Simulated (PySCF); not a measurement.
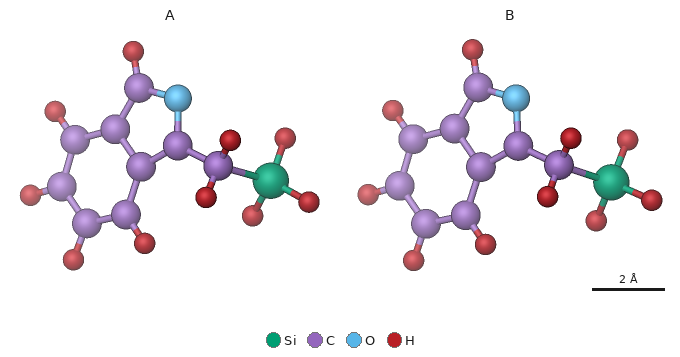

Two geometries of C₉H₁₀OSi, drawn at one scale. One is the start of a relaxation, the other its converged end. The picture is a ball-and-stick view, seen from a free direction.

The calculation used PBE0-D3(BJ)/def2-SVP geometry optimisation, gas phase in PySCF. 

Question: Which one is relaxed?

Answer: Structure B is the relaxed one. The start comes from GFN2-xTB. Its atoms were then displaced at random by about 0.01 Å. Over 7 geometry steps the energy falls by 5.16 kcal/mol. The atom that moves furthest after the best rigid fit is an H atom (0.20 Å). Largest moves by element: H 0.20 Å, C 0.07 Å, Si 0.06 Å, O 0.05 Å. Some distances before and after: H–Si 1.434 → 1.493 Å, H–Si 1.451 → 1.496 Å, C–C 1.392 → 1.435 Å, C–O 1.378 → 1.348 Å. Bond angles that change, for instance: H–Si–H 113.1° → 109.2°, C–O–C 107.0° → 110.0°, C–Si–H 106.8° → 109.4°.
